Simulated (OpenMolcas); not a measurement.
**SiAsNH6 (SMILES N[AsH][SiH3]), step by step**

Aim: a series of 9 runs (UHF/def2-SVP, CASSCF(2,2)/def2-SVP, CASPT2(2,2)/def2-SVP, CASPT2[IPEA 0](2,2)/def2-SVP, SC-NEVPT2(2,2)/def2-SVP, PC-NEVPT2(2,2)/def2-SVP, MC-PDFT[tPBE](2,2)/def2-SVP, MC-PDFT[ftPBE](2,2)/def2-SVP, and more) of SiAsNH6. 

The calculation is run with OpenMolcas 26.06.

## Step 1: Starting point

The species is SiAsNH6 (9 atoms), meant as a singlet with charge 0. SMILES: `N[AsH][SiH3]`. The N1–H5 distance was set to 2.224 Å, away from the relaxed value. At this shape a bond of the SMILES string is far longer than usual.

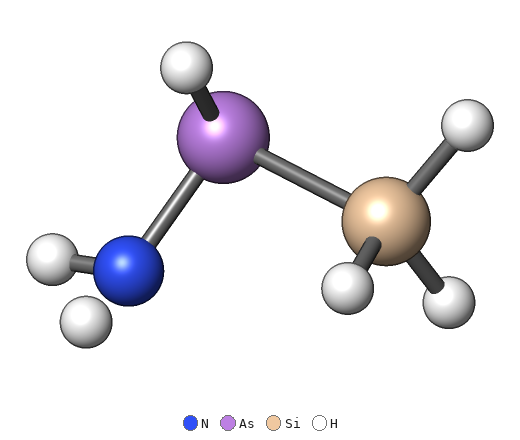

Viewed from a chosen angle; nitrogen blue, arsenic purple, silicon light orange, hydrogen white.

## Step 2: A single-point energy at UHF/def2-SVP (run 1)

Contents of step1.input:

```
&GATEWAY
  BasLib=$CurrDir
  Coord
  9
  bohr
  N     -1.11881235     0.39425356    -4.00920326
  As     2.35110276    -0.13657051    -3.71308318
  Si     2.01510945    -2.97645093    -0.27850595
  H     -1.50167086     1.47593280    -5.53742478
  H     -2.88239926     2.16241360    -0.62795599
  H      3.12400074     2.04511830    -1.95733864
  H      4.53260260    -3.22079252     0.94849323
  H      1.19610215    -5.48714106    -1.22695949
  H      0.14711518    -2.05993376     1.61499963
  Basis=def2-SVP
  Group=NoSym

&SEWARD

&SCF
  UHF
  Scramble=0.25
  PrOrbitals=0
```

The basis set def2-SVP is read from a file made from the Basis Set Exchange's data (not shown).

The run is started by

```sh
$ export MOLCAS_MEM=1860
$ pymolcas step1.input > step1.log
```

Output:

```text
--- Start Module: gateway ---
[...]
--- Stop Module: gateway /rc=_RC_ALL_IS_WELL_ ---
--- Start Module: seward ---
[...]
      Basis functions           94
--- Stop Module: seward /rc=_RC_ALL_IS_WELL_ ---
[...]
--- Start Module: scf ---
[...]
       Convergence after  25 Iterations
[...]
::    Total SCF energy                              -2580.5181345711
[...]
      Total spin, S                                     0.5980306550
[...]
      Total electronic charge=   60.000000
      Total            charge=   -0.000000
[...]
      Dipole Moment (debye):
      Origin of the operator (angstrom)=    0.9534   -0.4007   -1.5020
                   X=  7.6007E-01               Y=  8.0868E-01               Z= -4.5380E-01           Total=  1.1990E+00
      Quadrupole Moment (debye*angstrom):
[...]
--- Stop Module: scf /rc=_RC_ALL_IS_WELL_ ---
[...]
```

Wall time 17 s (1 thread of Intel Xeon Platinum 8259CL at 2.50GHz (Skylake/Cascade Lake), shared host); peak memory 0.52 GiB.

## Step 3: The energy at CASSCF(2,2)/def2-SVP (run 2)

Contents of step2.input:

```
&GATEWAY
  BasLib
  $CurrDir
  Coord
  9
  bohr
  N     -1.11881235     0.39425356    -4.00920326
  As     2.35110276    -0.13657051    -3.71308318
  Si     2.01510945    -2.97645093    -0.27850595
  H     -1.50167086     1.47593280    -5.53742478
  H     -2.88239926     2.16241360    -0.62795599
  H      3.12400074     2.04511830    -1.95733864
  H      4.53260260    -3.22079252     0.94849323
  H      1.19610215    -5.48714106    -1.22695949
  H      0.14711518    -2.05993376     1.61499963
  Basis
  def2-SVP
  Group
  NoSym

&SEWARD

&RASSCF
  FileOrb
  $CurrDir/step1.UnaOrb
  Spin
  1
  Nactel
  2 0 0
  Inactive
  29
  Ras2
  2
  OrbListing
  Nothing
```

The basis set def2-SVP is read from a file made from the Basis Set Exchange's data (not shown).

The run is started by

```sh
$ export MOLCAS_MEM=1860
$ pymolcas step2.input > step2.log
```

Output:

```text
--- Start Module: gateway ---
[...]
--- Stop Module: gateway /rc=_RC_ALL_IS_WELL_ ---
--- Start Module: seward ---
[...]
      Basis functions           94
--- Stop Module: seward /rc=_RC_ALL_IS_WELL_ ---
[...]
--- Start Module: rasscf ---
[...]
      Number of active orbitals                  2
[...]
      Spin quantum number                      0.0
[...]
      Active orbitals                            2
[...]
      Number of CSFs                             3
[...]
      Number of root(s) required                 1
[...]
      Convergence after 12 iterations
[...]
      printout of CI-coefficients larger than  0.05 for root  1
      energy=   -2580.523971
      conf/sym  11     Coeff  Weight
             1  20  -0.86483 0.74793
             3  02   0.50207 0.25207
      Natural orbitals and occupation numbers for root  1
      sym 1:   1.495851   0.504149
      ************************************************************************************************************************
      *                                                    Final results                                                     *
[...]
::    RASSCF root number  1 Total energy:  -2580.52397100
[...]
      Total electronic charge=   60.000000
      Total            charge=   -0.000000
[...]
      Dipole Moment (debye):
      Origin of the operator (angstrom)=    0.9534   -0.4007   -1.5020
                   X=  7.2703E-01               Y=  8.8316E-01               Z= -2.9481E-01           Total=  1.1813E+00
      Quadrupole Moment (debye*angstrom):
[...]
--- Stop Module: rasscf /rc=_RC_ALL_IS_WELL_ ---
[...]
```

Run time: 13 s. Hardware: 1 thread of Intel Xeon Platinum 8259CL at 2.50GHz (Skylake/Cascade Lake), shared host; peak memory 0.52 GiB.

Runs 3 to 7 aren't shown in full; the table further down has their settings and results.

## Step 4: A single-point energy at MC-PDFT[ftPBE](2,2)/def2-SVP (run 8)

Contents of step8.inp:

```
* AsH6NSi MC-PDFT
>>> EXPORT MOLCAS_PRINT=2

&GATEWAY
 BasLib
 $CurrDir
 Coord
 9
 bohr
 N     -1.11881235     0.39425356    -4.00920326
 As     2.35110276    -0.13657051    -3.71308318
 Si     2.01510945    -2.97645093    -0.27850595
 H     -1.50167086     1.47593280    -5.53742478
 H     -2.88239926     2.16241360    -0.62795599
 H      3.12400074     2.04511830    -1.95733864
 H      4.53260260    -3.22079252     0.94849323
 H      1.19610215    -5.48714106    -1.22695949
 H      0.14711518    -2.05993376     1.61499963
 Basis
 def2-SVP
 Group
 NoSym

&SEWARD

&RASSCF
 FileOrb
 $CurrDir/step2.RasOrb
 Spin
 1
 Nactel
 2 0 0
 Inactive
 29
 Ras2
 2
 OrbListing
 Nothing

&MCPDFT
 KSDFT
 FT:PBE
```

The basis set def2-SVP is read from a file made from the Basis Set Exchange's data (not shown).

The run is started by

```sh
$ export MOLCAS_MEM=1860
$ pymolcas step8.inp > step8.log
```

Output:

```text
--- Start Module: gateway ---
[...]
--- Stop Module: gateway /rc=_RC_ALL_IS_WELL_ ---
[...]
      Basis functions           94
[...]
--- Start Module: rasscf ---
[...]
      Number of active orbitals                  2
[...]
      Spin quantum number                      0.0
[...]
      Active orbitals                            2
[...]
      Number of CSFs                             3
[...]
      Number of root(s) required                 1
[...]
      Convergence after  4 iterations
[...]
      printout of CI-coefficients larger than  0.05 for root  1
      energy=   -2580.523971
      conf/sym  11     Coeff  Weight
             1  20  -0.86483 0.74792
             3  02   0.50207 0.25208
      Natural orbitals and occupation numbers for root  1
      sym 1:   1.495848   0.504152
      ************************************************************************************************************************
      *                                                    Final results                                                     *
[...]
::    RASSCF root number  1 Total energy:  -2580.52397100
[...]
      Total electronic charge=   60.000000
      Total            charge=   -0.000000
[...]
      Dipole Moment (debye):
      Origin of the operator (angstrom)=    0.9534   -0.4007   -1.5020
                   X=  7.2709E-01               Y=  8.8315E-01               Z= -2.9478E-01           Total=  1.1813E+00
      Quadrupole Moment (debye*angstrom):
[...]
--- Stop Module: rasscf /rc=_RC_ALL_IS_WELL_ ---
[...]
--- Start Module: mcpdft ---
[...]
 ###    WARNING: Deprecation warning: KSDF should be replaced                ###
 ###    with FUNC keyword                                                    ###
 ###############################################################################
[...]
::    MCPDFT root number  1 Total energy:  -2582.91372902
--- Stop Module: mcpdft /rc=_RC_ALL_IS_WELL_ ---
[...]
```

Wall time 12 s (1 thread of Intel Xeon Platinum 8259CL at 2.50GHz (Skylake/Cascade Lake), shared host); peak memory 0.52 GiB.

## Step 5: The energy at MRCI(2,2)/def2-SVP (run 9)

Contents of step9.input:

```
&GATEWAY
  BasLib = $CurrDir
  Coord
  9
  bohr
  N     -1.11881235     0.39425356    -4.00920326
  As     2.35110276    -0.13657051    -3.71308318
  Si     2.01510945    -2.97645093    -0.27850595
  H     -1.50167086     1.47593280    -5.53742478
  H     -2.88239926     2.16241360    -0.62795599
  H      3.12400074     2.04511830    -1.95733864
  H      4.53260260    -3.22079252     0.94849323
  H      1.19610215    -5.48714106    -1.22695949
  H      0.14711518    -2.05993376     1.61499963
  Basis = def2-SVP
  Group = NoSym

&SEWARD

&RASSCF
  FileOrb = $CurrDir/step2.RasOrb
  Spin = 1
  Nactel = 2 0 0
  Inactive = 29
  Ras2 = 2
  OrbListing = Nothing

&MOTRA
  LumOrb
  Frozen = 15

&GUGA
  Electrons = 30
  Spin = 1
  Inactive = 14
  Active = 2
  CIAll = 1

&MRCI
  SDCI
```

The basis set def2-SVP is read from a file made from the Basis Set Exchange's data (not shown).

The run is started by

```sh
$ export MOLCAS_MEM=1860
$ pymolcas step9.input > step9.log
```

Output:

```text
--- Start Module: gateway ---
[...]
--- Stop Module: gateway /rc=_RC_ALL_IS_WELL_ ---
[...]
      Basis functions           94
[...]
      Number of active orbitals                  2
[...]
      Spin quantum number                      0.0
[...]
      Active orbitals                            2
[...]
      Number of CSFs                             3
[...]
      Number of root(s) required                 1
[...]
      Convergence after  4 iterations
[...]
      printout of CI-coefficients larger than  0.05 for root  1
      energy=   -2580.523971
      conf/sym  11     Coeff  Weight
             1  20  -0.86483 0.74792
             3  02   0.50207 0.25208
      Natural orbitals and occupation numbers for root  1
      sym 1:   1.495848   0.504152
      ************************************************************************************************************************
      *                                                    Final results                                                     *
[...]
::    RASSCF root number  1 Total energy:  -2580.52397100
[...]
      Dipole Moment (debye):
      Origin of the operator (angstrom)=    0.9534   -0.4007   -1.5020
                   X=  7.2709E-01               Y=  8.8315E-01               Z= -2.9478E-01           Total=  1.1813E+00
      Quadrupole Moment (debye*angstrom):
[...]
      *** WARNING: Default frozen orbitals is overwritten by user input.
      *** Default values:  17
[...]
--- Start Module: guga ---
[...]
--- Stop Module: guga /rc=_RC_ALL_IS_WELL_ ---
--- Start Module: mrci ---
[...]
       (But an ACPF correction will be computed)
       USE THE DEFAULT ACPF G-VALUE GFAC=   6.6666666666666666E-002
[...]
                      CI ENERGY: -2580.97688549
[...]
                ACPF CORRECTION:    -0.06205465
[...]
      Total electronic charge=   60.000000
      Total            charge=    0.000000
[...]
     ACPF CORRECTION:     -0.06205465
[...]
  CI State   1     Total energy:  -2580.97688549     QDav:     -0.06714423     QACPF:     -0.06205465
[...]
--- Stop Module: mrci /rc=_RC_ALL_IS_WELL_ ---
[...]
```

Run time: 1.8 min. Hardware: 1 thread of Intel Xeon Platinum 8259CL at 2.50GHz (Skylake/Cascade Lake), shared host; peak memory 0.52 GiB.

## Step 6: All runs side by side

```csv
run,level,scramble,active rule,energy (Eh),dipole moment (D) of the reference,wall time
1,UHF/def2-SVP,0.25,–,-2580.518135,1.20,17 s
2,"CASSCF(2,2)/def2-SVP",–,uhf natural orbitals,-2580.523971,1.18,13 s
3,"CASPT2(2,2)/def2-SVP",–,uhf natural orbitals,-2581.007414,1.18,12 s
4,"CASPT2[IPEA 0](2,2)/def2-SVP",–,uhf natural orbitals,-2581.010380,1.18,13 s
5,"SC-NEVPT2(2,2)/def2-SVP",–,uhf natural orbitals,-2581.004056,1.18,11 s
6,"PC-NEVPT2(2,2)/def2-SVP",–,uhf natural orbitals,-2581.004169,1.18,12 s
7,"MC-PDFT[tPBE](2,2)/def2-SVP",–,uhf natural orbitals,-2582.541116,1.18,12 s
8,"MC-PDFT[ftPBE](2,2)/def2-SVP",–,uhf natural orbitals,-2582.913729,1.18,12 s
9,"MRCI(2,2)/def2-SVP",–,uhf natural orbitals,-2580.976885,1.18,1.8 min
```

## Step 7: Outcome

| quantity | value |
| --- | --- |
| run 9, MRCI(2,2)/def2-SVP: total energy | -2580.97689 Eh |
| run 9, MRCI(2,2)/def2-SVP: dipole moment (CASSCF density) | 1.18 D |

**Reading.** Below the UHF energy at the same shape and in the same basis (def2-SVP): CASSCF(2,2) -5.8 mEh; CASPT2(2,2) -489.3 mEh; CASPT2[IPEA 0](2,2) -492.2 mEh; SC-NEVPT2(2,2) -485.9 mEh; PC-NEVPT2(2,2) -486.0 mEh; MRCI(2,2) -458.8 mEh. Active-space methods hold only the correlation inside their space unless a perturbation or CI step follows. Spin contamination of the reference: run 1 ⟨S²⟩ = 0.96. Where it is this large, the reference is a mixture of spin states, and values that rest on it are in doubt. All runs together took 3.5 min, the longest 1.8 min.
